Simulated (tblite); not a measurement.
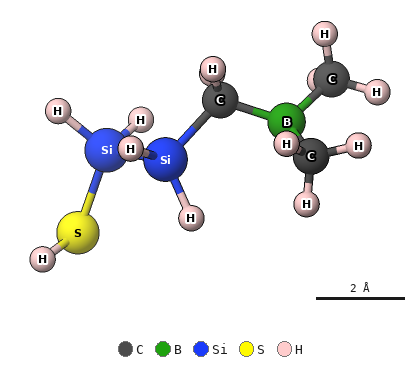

**Figure 1.** The starting structure (ball-and-stick view, seen at a tilt).

## Run report: C$_{3}$H$_{13}$BSSi$_{2}$, geometry relaxation (part 1 of 4)

- system: C$_{3}$H$_{13}$BSSi$_{2}$
- method: GFN2-xTB geometry optimisation, gas phase (tblite 0.8.0)

It belongs to a series of runs on one base structure; here: SiH2 inserted into a C-Si bond.

The program's output:
```
step      E/eV     max force
  0    -570.29776    2.052
  1    -570.50845    1.598
  2    -570.67616    0.775
  3    -570.72139    0.732
  4    -570.80508    0.467
  5    -570.83923    0.624
  6    -570.91310    0.715
  7    -570.95877    0.500
  8    -570.99038    0.257
  9    -571.00207    0.196
 10    -571.01142    0.247
 11    -571.01830    0.256
 12    -571.02310    0.187
 13    -571.02729    0.133
 14    -571.03120    0.145
 15    -571.03474    0.122
 16    -571.03765    0.098
 17    -571.04003    0.091
 18    -571.04218    0.114
 19    -571.04418    0.121
 20    -571.04602    0.095
 21    -571.04782    0.098
 22    -571.04984    0.094
 23    -571.05233    0.113
 24    -571.05509    0.118
 25    -571.05736    0.094
 26    -571.05888    0.081
 27    -571.06020    0.093
 28    -571.06201    0.131
 29    -571.06471    0.147
 30    -571.06821    0.173
 31    -571.07178    0.173
 32    -571.07487    0.149
 33    -571.07769    0.183
 34    -571.08071    0.176
 35    -571.08377    0.140
 36    -571.08635    0.133
 37    -571.08852    0.132
 38    -571.09088    0.157
 39    -571.09364    0.165
 40    -571.09644    0.154
 41    -571.09864    0.117
 42    -571.10003    0.081
 43    -571.10096    0.076
 44    -571.10193    0.093
 45    -571.10315    0.100
 46    -571.10463    0.085
 47    -571.10565    0.086
 48    -571.10690    0.083
 49    -571.10828    0.114
 50    -571.11020    0.156
 51    -571.11229    0.139
 52    -571.11409    0.089
 53    -571.11530    0.072
 54    -571.11626    0.076
 55    -571.11737    0.094
 56    -571.11872    0.083
 57    -571.12003    0.087
 58    -571.12114    0.065
 59    -571.12213    0.083
 60    -571.12319    0.080
 61    -571.12425    0.065
 62    -571.12526    0.075
 63    -571.12676    0.088
 64    -571.12912    0.135
 65    -571.13260    0.173
 66    -571.13670    0.196
 67    -571.13987    0.176
 68    -571.14118    0.148
 69    -571.14387    0.128
 70    -571.14624    0.138
 71    -571.14857    0.116
 72    -571.15083    0.123
 73    -571.15305    0.146
 74    -571.15563    0.101
 75    -571.15724    0.131
 76    -571.15884    0.064
 77    -571.15949    0.067
 78    -571.16076    0.075
 79    -571.16149    0.070
 80    -571.16294    0.096
 81    -571.16390    0.069
 82    -571.16460    0.053
 83    -571.16509    0.043
 84    -571.16561    0.045
 85    -571.16608    0.048
 86    -571.16642    0.059
 87    -571.16685    0.064
 88    -571.16725    0.039
 89    -571.16780    0.034
 90    -571.16802    0.039
 91    -571.16850    0.047
 92    -571.16885    0.041
 93    -571.16919    0.041
 94    -571.16945    0.030
 95    -571.16973    0.040
 96    -571.17009    0.043
 97    -571.17057    0.041
 98    -571.17108    0.044
 99    -571.17145    0.030
100    -571.17166    0.033
101    -571.17183    0.028
102    -571.17207    0.038
103    -571.17240    0.037
104    -571.17277    0.034
105    -571.17301    0.029
106    -571.17317    0.028
107    -571.17337    0.033
108    -571.17357    0.029
109    -571.17376    0.027
110    -571.17392    0.030
111    -571.17413    0.032
112    -571.17444    0.049
113    -571.17489    0.054
114    -571.17541    0.051
115    -571.17588    0.054
116    -571.17623    0.043
117    -571.17650    0.035
118    -571.17683    0.042
119    -571.17727    0.053
120    -571.17762    0.077
121    -571.17837    0.063
122    -571.17897    0.055
123    -571.18004    0.052
124    -571.18043    0.047
125    -571.18101    0.040
126    -571.18134    0.038
127    -571.18165    0.046
128    -571.18197    0.044
129    -571.18230    0.045
130    -571.18265    0.051
131    -571.18298    0.058
132    -571.18326    0.052
133    -571.18340    0.028
134    -571.18348    0.020
135    -571.18352    0.014
136    -571.18358    0.016
137    -571.18363    0.018
138    -571.18372    0.023
139    -571.18383    0.024
140    -571.18394    0.023
141    -571.18407    0.027
142    -571.18420    0.028
143    -571.18431    0.024
144    -571.18443    0.024
145    -571.18458    0.030
146    -571.18476    0.029
147    -571.18495    0.036
148    -571.18512    0.027
149    -571.18530    0.027
150    -571.18548    0.025
151    -571.18562    0.023
152    -571.18572    0.026
153    -571.18583    0.023
154    -571.18595    0.023
155    -571.18611    0.033
156    -571.18632    0.040
157    -571.18659    0.058
158    -571.18694    0.060
159    -571.18735    0.052
160    -571.18780    0.055
161    -571.18824    0.063
162    -571.18876    0.089
163    -571.18946    0.109
164    -571.19046    0.102
165    -571.19143    0.101
166    -571.19230    0.056
167    -571.19282    0.056
168    -571.19330    0.062
169    -571.19367    0.062
170    -571.19412    0.047
171    -571.19464    0.047
172    -571.19521    0.058
173    -571.19581    0.062
174    -571.19642    0.068
175    -571.19709    0.064
176    -571.19774    0.063
177    -571.19857    0.103
178    -571.19947    0.125
179    -571.20068    0.112
180    -571.20165    0.138
181    -571.20314    0.084
182    -571.20431    0.068
183    -571.20518    0.065
184    -571.20573    0.070
185    -571.20652    0.079
186    -571.20765    0.077
187    -571.20852    0.095
188    -571.20934    0.070
189    -571.20998    0.072
190    -571.21033    0.063
191    -571.21019    0.110
192    -571.21100    0.050
193    -571.21124    0.029
194    -571.21163    0.027
195    -571.21195    0.039
196    -571.21223    0.048
197    -571.21278    0.064
198    -571.21338    0.066
199    -571.21399    0.068
200    -571.21448    0.057
201    -571.21497    0.049
202    -571.21543    0.043
203    -571.21579    0.051
204    -571.21622    0.055
205    -571.21653    0.049
206    -571.21678    0.035
207    -571.21699    0.032
208    -571.21716    0.025
209    -571.21730    0.025
210    -571.21746    0.024
211    -571.21767    0.028
212    -571.21794    0.037
213    -571.21822    0.033
214    -571.21844    0.029
215    -571.21857    0.025
216    -571.21869    0.020
217    -571.21878    0.015
218    -571.21884    0.017
219    -571.21887    0.014
220    -571.21889    0.012
221    -571.21892    0.010
222    -571.21893    0.011
223    -571.21895    0.009
```

Trajectory as extended XYZ (Å, eV, eV/Å), 41 of the 224 frames kept, from step=0 to step=223:
```
20
Properties=species:S:1:pos:R:3:forces:R:3 step=0 energy=-570.29776
C    -2.2642   -1.5017   -0.8412    0.5190   0.1430  -0.1370
B    -1.4415   -0.1793   -0.5051   -1.1790  -0.3740   1.6370
C    -2.2465    1.1803   -0.5664   -0.2340   0.2610  -0.0170
C    -0.2882   -0.3861    0.5645   -0.6080  -1.1330  -0.0980
Si    1.1036    0.8161    0.4228    0.4450   1.2190   0.2890
Si    2.9693   -0.4083    0.2145    0.0720  -0.6860   0.4580
S     4.4082    0.4842   -1.0838    0.8970   0.9960   0.1090
H    -3.1376   -1.2944   -1.4720    0.3090  -0.4340   0.1360
H    -1.5528   -2.1860   -1.3488   -0.8910  -0.0950   0.3890
H    -2.6198   -1.9245    0.1384    0.4350   0.1420  -1.1400
H    -2.2641    1.6719    0.4329   -0.0290  -0.2970  -0.7440
H    -1.8047    1.9099   -1.2581   -0.2420  -0.1610   0.1830
H    -3.2956    0.9758   -0.8870    0.7850   0.4720   0.2380
H    -0.7179   -0.2969    1.5783    0.0240   0.0030  -0.5300
H     0.1050   -1.4290    0.5093   -0.2570   0.5920   0.0890
H     0.9899    1.7025   -0.7326   -0.1880   0.2980  -0.0060
H     1.1622    1.5701    1.6959   -0.0390   0.1840  -0.2390
H     2.5751   -1.7186   -0.3542    0.5240   0.2740  -0.0710
H     3.4892   -0.6685    1.5613    0.3480  -0.0750  -0.1950
H     4.8253    1.6932   -0.4816   -0.6910  -1.3280  -0.3510
20
Properties=species:S:1:pos:R:3:forces:R:3 step=6 energy=-570.91310
C    -2.2628   -1.5054   -0.8779   -0.0890  -0.2610   0.1570
B    -1.5731   -0.2053   -0.3250    0.1820  -0.0210  -0.6910
C    -2.2604    1.1946   -0.5420   -0.1870   0.0620   0.0970
C    -0.2956   -0.3793    0.5686   -0.3010  -0.1980   0.0630
Si    1.1103    0.8850    0.4253    0.0630   0.1610   0.1240
Si    3.0038   -0.4093    0.2407   -0.0430  -0.2410   0.1220
S     4.4791    0.4283   -1.0990    0.1390   0.3040   0.2910
H    -3.1315   -1.3566   -1.5170    0.1000   0.0260   0.0210
H    -1.6251   -2.2599   -1.3389    0.1150   0.2490  -0.0820
H    -2.6046   -1.9906    0.0367   -0.2960  -0.1650   0.0480
H    -2.2829    1.7200    0.4106   -0.0550   0.2010  -0.0290
H    -1.7866    1.8715   -1.2582    0.1400  -0.2820   0.1620
H    -3.2851    1.0710   -0.8889   -0.0440   0.1050   0.0530
H    -0.7186   -0.2920    1.5698    0.1480   0.0600   0.2190
H     0.0886   -1.4051    0.5094    0.0330   0.1980  -0.0030
H     0.9358    1.7952   -0.7230   -0.0460   0.0110   0.1730
H     1.1473    1.6741    1.6880   -0.0190   0.0160  -0.2970
H     2.7193   -1.7017   -0.4023    0.2000   0.1470   0.0370
H     3.6238   -0.7033    1.5490    0.0980   0.0450  -0.2760
H     4.7133    1.5793   -0.4384   -0.1390  -0.4170  -0.1890
20
Properties=species:S:1:pos:R:3:forces:R:3 step=11 energy=-571.01830
C    -2.2801   -1.5363   -0.8722   -0.0260   0.0170  -0.0070
B    -1.5932   -0.2141   -0.3507   -0.0360  -0.0380   0.2510
C    -2.2846    1.1938   -0.5204   -0.0470   0.0210  -0.0170
C    -0.3269   -0.3669    0.5764    0.0750   0.0090   0.0360
Si    1.1035    0.8940    0.4311   -0.0410  -0.0900  -0.0460
Si    3.0064   -0.4190    0.2542   -0.0060   0.0470  -0.0940
S     4.5065    0.3948   -1.0760   -0.0420  -0.0440   0.0470
H    -3.1232   -1.3764   -1.5356   -0.0780   0.0300  -0.0630
H    -1.6159   -2.2491   -1.3554    0.1240   0.0700   0.0070
H    -2.6600   -2.0503    0.0136   -0.0520  -0.0240  -0.0390
H    -2.2982    1.7711    0.4032    0.0430  -0.0580   0.0200
H    -1.7474    1.8121   -1.2368    0.0900  -0.0370  -0.0620
H    -3.3068    1.1257   -0.8821   -0.0630  -0.0010  -0.0090
H    -0.6953   -0.2791    1.6029   -0.0100   0.0370  -0.0520
H     0.0913   -1.3754    0.5099   -0.0360   0.0200   0.0030
H     0.9087    1.8316   -0.6867    0.0140  -0.0250   0.0130
H     1.1397    1.7293    1.6457    0.0170   0.0390  -0.0160
H     2.8049   -1.6922   -0.4218   -0.0260  -0.1300  -0.0160
H     3.7019   -0.7105    1.5087    0.0460   0.0220   0.0130
H     4.6635    1.5277   -0.4209    0.0530   0.1360   0.0310
20
Properties=species:S:1:pos:R:3:forces:R:3 step=17 energy=-571.04003
C    -2.2956   -1.5360   -0.8697    0.0160   0.0500   0.0270
B    -1.6254   -0.2213   -0.3068    0.0100   0.0050  -0.0290
C    -2.2954    1.1912   -0.5160    0.0340  -0.0450   0.0480
C    -0.3334   -0.3661    0.5870   -0.0530   0.0120   0.0070
Si    1.1027    0.8828    0.4247   -0.0330  -0.0390  -0.0390
Si    3.0025   -0.4353    0.2407    0.0140   0.0230  -0.0110
S     4.5138    0.4038   -1.0546    0.0190  -0.0060  -0.0790
H    -3.1255   -1.3690   -1.5540    0.0780  -0.0070  -0.0070
H    -1.5796   -2.2032   -1.3495   -0.0650   0.0200   0.0170
H    -2.6957   -2.0825   -0.0128    0.0030  -0.0590  -0.0690
H    -2.2887    1.7716    0.4051   -0.0140   0.0620  -0.0390
H    -1.7184    1.7676   -1.2413   -0.0570  -0.0330   0.0320
H    -3.3202    1.1413   -0.8817    0.0760   0.0340   0.0170
H    -0.6916   -0.2620    1.6138    0.0200  -0.0240   0.0360
H     0.0817   -1.3749    0.5155   -0.0570  -0.0030   0.0560
H     0.9071    1.8290   -0.6819    0.0050  -0.0210  -0.0740
H     1.1465    1.7466    1.6197    0.0290  -0.0090   0.0210
H     2.8155   -1.7241   -0.4222    0.0030  -0.0030   0.0090
H     3.7240   -0.6986    1.4881   -0.0200  -0.0090   0.0310
H     4.6704    1.5496   -0.4166   -0.0060   0.0540   0.0460
20
Properties=species:S:1:pos:R:3:forces:R:3 step=22 energy=-571.04984
C    -2.3023   -1.5304   -0.8652    0.0270  -0.0580  -0.0490
B    -1.6404   -0.2241   -0.2800   -0.0510   0.0040   0.0180
C    -2.2949    1.1884   -0.4987   -0.0120   0.0570  -0.0280
C    -0.3470   -0.3666    0.6050    0.0060  -0.0240   0.0440
Si    1.0949    0.8722    0.4093    0.0560   0.0100   0.0100
Si    3.0094   -0.4376    0.2275   -0.0190  -0.0050   0.0280
S     4.5228    0.4227   -1.0604   -0.0280   0.0450   0.0220
H    -3.1075   -1.3596   -1.5753   -0.0070   0.0430   0.0110
H    -1.5707   -2.1762   -1.3445    0.0570  -0.0450  -0.0530
H    -2.7162   -2.1233   -0.0479   -0.0180   0.0370   0.0070
H    -2.2845    1.7985    0.4015    0.0150   0.0350   0.0060
H    -1.7128    1.7337   -1.2401    0.0550   0.0420  -0.0150
H    -3.3126    1.1574   -0.8773   -0.0620  -0.0320   0.0390
H    -0.6858   -0.2576    1.6367   -0.0060   0.0320   0.0600
H     0.0535   -1.3799    0.5393    0.0250  -0.0430   0.0280
H     0.9073    1.8143   -0.7080   -0.0140  -0.0740  -0.0110
H     1.1615    1.7461    1.6040    0.0050  -0.0600  -0.0720
H     2.8249   -1.7401   -0.4175    0.0380   0.0770   0.0090
H     3.7259   -0.6938    1.4843   -0.0450   0.0140  -0.0410
H     4.6693    1.5667   -0.4054   -0.0240  -0.0540  -0.0130
20
Properties=species:S:1:pos:R:3:forces:R:3 step=28 energy=-571.06201
C    -2.2938   -1.5299   -0.8765   -0.0070   0.0390  -0.0080
B    -1.6592   -0.2265   -0.2461    0.1130  -0.0050   0.0250
C    -2.2943    1.1971   -0.4860    0.0070  -0.0280   0.0210
C    -0.3657   -0.3788    0.6449    0.0450   0.0200   0.0180
Si    1.0906    0.8426    0.3878   -0.1300  -0.0110   0.0110
Si    3.0104   -0.4330    0.2181    0.0240   0.0110  -0.0360
S     4.5119    0.4512   -1.0671   -0.0320   0.0050   0.0340
H    -3.0830   -1.3323   -1.5963   -0.0170   0.0030  -0.0600
H    -1.5474   -2.1608   -1.3581   -0.0050   0.0240   0.0000
H    -2.7355   -2.1451   -0.0903    0.0370   0.0410   0.0110
H    -2.2719    1.8387    0.3929    0.0250  -0.0350   0.0200
H    -1.6999    1.7134   -1.2417   -0.0460  -0.0230  -0.0150
H    -3.3176    1.1646   -0.8528    0.0040   0.0160  -0.0040
H    -0.6779   -0.2385    1.6837    0.0090   0.0030  -0.0480
H     0.0280   -1.3985    0.5879   -0.0420   0.0450   0.0550
H     0.9000    1.7560   -0.7517   -0.0360  -0.0560   0.0050
H     1.1833    1.7249    1.5675   -0.0110   0.0360  -0.0160
H     2.8481   -1.7332   -0.4172    0.0250  -0.0710  -0.0770
H     3.7080   -0.6814    1.4779    0.0530   0.0060   0.0690
H     4.6607    1.5800   -0.3896   -0.0170  -0.0210  -0.0040
20
Properties=species:S:1:pos:R:3:forces:R:3 step=33 energy=-571.07769
C    -2.2789   -1.5010   -0.9085    0.0400  -0.0180   0.0070
B    -1.6621   -0.2301   -0.2011   -0.0570   0.0230  -0.0550
C    -2.2890    1.1952   -0.4561    0.0200   0.0200  -0.0040
C    -0.3939   -0.3988    0.7181   -0.0180   0.0380  -0.0510
Si    1.0577    0.7889    0.3638    0.1810   0.0220  -0.0100
Si    3.0079   -0.4513    0.2076   -0.0070  -0.0650   0.0190
S     4.4786    0.4898   -1.0651    0.0220  -0.0090  -0.0380
H    -3.0423   -1.2834   -1.6541    0.0590   0.0130   0.0470
H    -1.5135   -2.1160   -1.3788    0.0140  -0.0070  -0.0380
H    -2.7398   -2.1408   -0.1547   -0.0270   0.0080   0.0000
H    -2.2302    1.8725    0.3929    0.0250  -0.0210   0.0310
H    -1.7074    1.6615   -1.2530    0.0010   0.0180  -0.0100
H    -3.3192    1.1813   -0.8079    0.0180  -0.0570   0.0670
H    -0.6690   -0.1904    1.7527   -0.0820  -0.0350  -0.0030
H    -0.0153   -1.4234    0.6992   -0.0660  -0.0090   0.0590
H     0.8522    1.6303   -0.8231   -0.0520   0.0040  -0.0150
H     1.2039    1.7249    1.4952   -0.0550   0.0710  -0.0160
H     2.9147   -1.7454   -0.4644    0.0180   0.0000   0.0440
H     3.7076   -0.6495    1.4835   -0.0160  -0.0330  -0.0680
H     4.6330    1.5961   -0.3590   -0.0160   0.0370   0.0330
20
Properties=species:S:1:pos:R:3:forces:R:3 step=39 energy=-571.09364
C    -2.2483   -1.4811   -0.9324   -0.0260  -0.0290  -0.0260
B    -1.6558   -0.2269   -0.1836    0.0710  -0.0190   0.0000
C    -2.2756    1.1975   -0.4329   -0.0030  -0.0010   0.0180
C    -0.4151   -0.4010    0.7668    0.0600   0.0120   0.0330
Si    1.0633    0.7487    0.3473   -0.1400   0.0680   0.0540
Si    3.0174   -0.4826    0.1923   -0.0470   0.0380  -0.0020
S     4.4567    0.5221   -1.0667    0.0570   0.0720   0.0030
H    -2.9901   -1.2369   -1.6873   -0.0240   0.0310  -0.0490
H    -1.4814   -2.0896   -1.4080    0.0310  -0.0230   0.0370
H    -2.7432   -2.1271   -0.2067    0.0250  -0.0450   0.0080
H    -2.1791    1.8840    0.4041    0.0270   0.0170   0.0130
H    -1.7236    1.6392   -1.2641   -0.0460   0.0440   0.0030
H    -3.3189    1.1722   -0.7368   -0.0280   0.0160   0.0130
H    -0.7046   -0.1497    1.7885   -0.0190   0.0670  -0.0320
H    -0.0760   -1.4386    0.8078    0.0240   0.0110  -0.0240
H     0.7901    1.5227   -0.8793    0.0520  -0.0400   0.0560
H     1.1923    1.7658    1.4227   -0.0110  -0.0710  -0.1210
H     2.9786   -1.7705   -0.4888   -0.0130  -0.0490   0.0280
H     3.7120   -0.6494    1.4697    0.0320  -0.0660   0.0100
H     4.5964    1.6116   -0.3251   -0.0220  -0.0340  -0.0220
```
